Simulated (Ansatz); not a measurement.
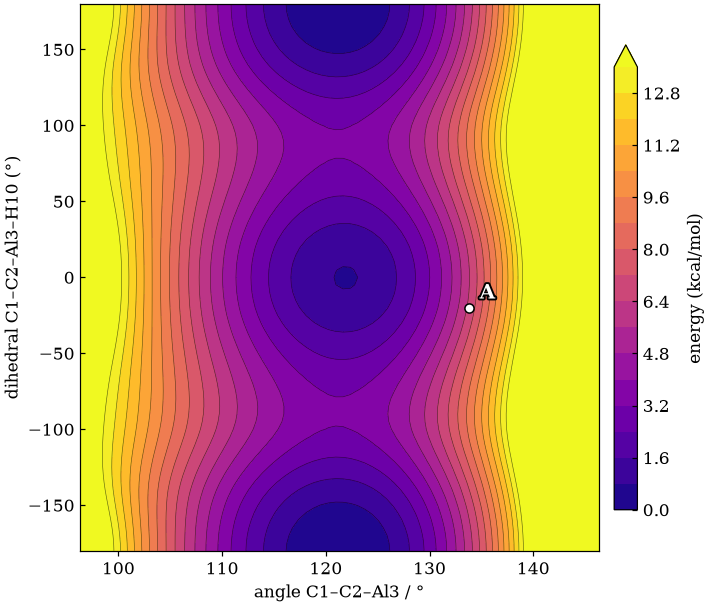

C3H5AlClF, SMILES C[C]([AlH2])=C(F)Cl. First axis: angle C1–C2–Al3. Second axis: dihedral C1–C2–Al3–H10. Nothing is relaxed (all other coordinates rigid). Grid: 9 × 9 points. Energies: kcal/mol, counted from the lowest grid point. All numbers below come from RKS B3LYP-D4/def2-SVP in Ansatz.

Drawn: filled contours, one colour for all values above the top of the scale, the point A. Between grid points the surface is interpolated.

Q: Which way does the force act at A, and how strong is it?

A: A, at angle C1–C2–Al3 = 133.8°, dihedral C1–C2–Al3–H10 = −20°, is not a stationary point. The computed force is 1 kcal/mol for each degree towards smaller values of angle C1–C2–Al3 and 0.023 kcal/mol for each degree towards larger values of dihedral C1–C2–Al3–H10.
